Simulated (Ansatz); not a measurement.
# [HO2]− (hydroperoxide(1-)): B2PLYP/STO-3G

Aim: the vertical ionisation energy of [HO2]− (hydroperoxide(1-)) at B2PLYP/STO-3G, from 2 runs. 

The results are computed with Ansatz 0.2.0.

## (1) The molecule

[HO2]−: 3 atoms, total charge -1, spin state singlet. SMILES: `[O-]O`. The shape is that of a GFN2-xTB optimisation.

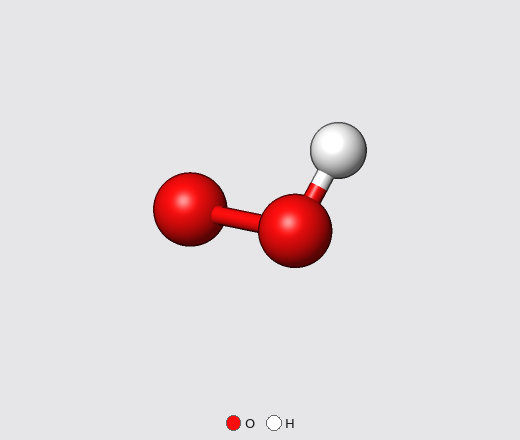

The structure, seen from a chosen angle (oxygen red, hydrogen white).

## (2) The energy at B2PLYP/STO-3G

The input, in.yaml:

```yaml
crystal:
  periodic: [false, false, false]
  atoms:
    - {symbol: O, position_ang: [-0.355040, 1.013280, -0.080710]}
    - {symbol: O, position_ang: [-0.244450, -0.436620, -0.180910]}
    - {symbol: H, position_ang: [0.599490, -0.576670, 0.261620]}
basis:
  gaussian: {orbitals: STO-3G}
total_charge: -1
magnetization: {spin_polarized: false}
hamiltonian: {xc: {name: B2PLYP}}
correlation: {frozen_orbitals: {H: 0, O: 1}}
accuracy: high
```

Launch:

```sh
ansatz run in.yaml --threads 1 --pin off --max-ram 2610MiB --events-out events.jsonl --progress --plain --runs-dir runs
```

What it wrote:

```text
Warning: RAYON_NUM_THREADS=1 ignored (pool sized by the plan → 1); use --threads N
Functional definition: B2PLYP
  name "B2PLYP"
  parameter a = 0.53
  parameter c = 0.27
  exchange = (1 - a)*b88_x + a*exact_x
  correlation = (1 - c)*lyp_c + c*(mp2_os + mp2_ss)
168 factors; integrals over basis functions are off by at most 4.4e-8 eV
mean field evaluation 1: about -4035.5639 eV, gradient 2.2e1 eV
mean field evaluation 2: about -4035.6054 eV, gradient 2.3e1 eV
mean field evaluation 4: about -4037.6848 eV, gradient 8.3e-1 eV
mean field evaluation 8: about -4037.6845 eV, gradient 2.1e-3 eV
mean field evaluation 16: about -4037.6845 eV, gradient 7.3e-8 eV
mean field -4037.68452018 eV, -148.3821692758 hartree, gradient 4.4e-9 eV, S^2 0.000000; 0 other end points of the search recorded, 0 dependent functions left out
2 core orbitals not correlated: weight in the atoms' cores, before any rotation towards them, 1.000 or more for the frozen orbitals, at most 0.000 for the correlated occupied ones
reference -4037.68453076 eV, -148.3821696646 hartree; 7, 7 occupied and 2, 2 virtual orbitals, 168 factors
second order -1.82751395 eV of doubles, -0.00000000 eV of singles
Total energy: -4038.17795953 eV, -148.4003028373 hartree
```

Run time: 0.58 s. Hardware: 1 thread of Arm Neoverse V1, shared host.

## (3) Doublet neutral HO2, same level

The input, input.yaml:

```yaml
crystal:
  periodic: [false, false, false]
  atoms:
    - {symbol: O, position_ang: [-0.355040, 1.013280, -0.080710]}
    - {symbol: O, position_ang: [-0.244450, -0.436620, -0.180910]}
    - {symbol: H, position_ang: [0.599490, -0.576670, 0.261620]}
basis:
  gaussian:
    orbitals: STO-3G
magnetization:
  spin_polarized: true
  initial_magnetization: 1
hamiltonian:
  xc: {name: B2PLYP}
correlation:
  frozen_orbitals: {H: 0, O: 1}
accuracy: high
```

Launch:

```sh
ansatz run input.yaml --threads 1 --pin off --max-ram 2610MiB --events-out events.jsonl --progress --plain --runs-dir runs
```

What it wrote (excerpt; [...] marks lines left out):

```text
Warning: RAYON_NUM_THREADS=1 ignored (pool sized by the plan → 1); use --threads N
[... 2 set-up lines as earlier in the session ...]
[...]
168 factors; integrals over basis functions are off by at most 4.4e-8 eV
[...]
mean field -4044.12871902 eV, -148.6189892152 hartree, gradient 7.3e-8 eV, S^2 0.755694; 2 other end points of the search recorded, 0 dependent functions left out
2 core orbitals not correlated: weight in the atoms' cores, before any rotation towards them, 1.000 or more for the frozen orbitals, at most 0.000 for the correlated occupied ones
reference -4044.12873003 eV, -148.6189896198 hartree; 7, 6 occupied and 2, 3 virtual orbitals, 168 factors
second order -2.70772385 eV of doubles, -0.00000000 eV of singles
Total energy: -4044.85981547 eV, -148.6458565141 hartree
```

Run time: 0.92 s. Hardware: 1 thread of Arm Neoverse V1, shared host.

## (4) Outcome

At B2PLYP/STO-3G, 2 core orbitals frozen:

| quantity | value |
| --- | --- |
| singlet [HO2]−: total energy | -148.40030 Eh |
| doublet neutral HO2: total energy | -148.64586 Eh |
| doublet neutral HO2: ⟨S²⟩ | 0.756 |
| vertical ionisation energy (to the doublet neutral) | -6.682 eV |

What this shows: The species is unbound against losing an electron at this level, by 6.68 eV (−154 kcal/mol); missing correlation or diffuse functions can give that sign where the real anion is bound. In a minimal basis such a difference can be off by several eV, whatever the method.
